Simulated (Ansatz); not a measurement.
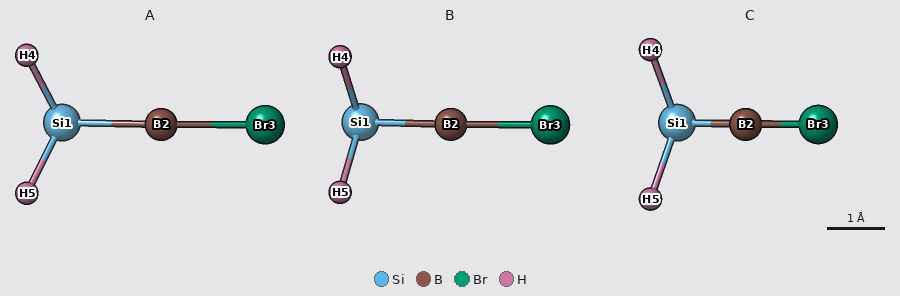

3 geometries from one relaxation of BSiH2Br, in shuffled order. A ball-and-stick model, seen face on.

It is one of the separated reactants of a reaction.

All numbers below come from RKS PBE-D4/def2-SVP (Ansatz). Settings: force threshold 0.03 eV/Å; at most 250 steps.

Q: Put them in the order of the run, from the start to the converged end.

A: C, B, A. They are steps 0, 3, 13, at +372.0 kcal/mol, +5.78 kcal/mol relative to the last. Over 11 accepted moves (13 points after the start) the energy falls by 372.0 kcal/mol. The largest force component goes from 38 to 0.0092 eV/Å. The line search rejected the trial steps at points 8, 11 of the run. Br3 moves most after the best rigid fit: 0.84 Å. Largest moves by element: Br 0.84 Å, H 0.43 Å, B 0.27 Å, Si 0.27 Å. Some distances before and after: Si1–Br3 2.594 → 3.694 Å, B2–Br3 1.288 → 1.848 Å, Si1–B2 1.381 → 1.898 Å, Si1–H4 1.533 → 1.516 Å. Among the angles between lasting bonds that change: H4–Si1–H5 119.8° → 107.8°, Si1–B2–Br3 152.7° → 160.9°, B2–Si1–H4 94.9° → 103.0°.
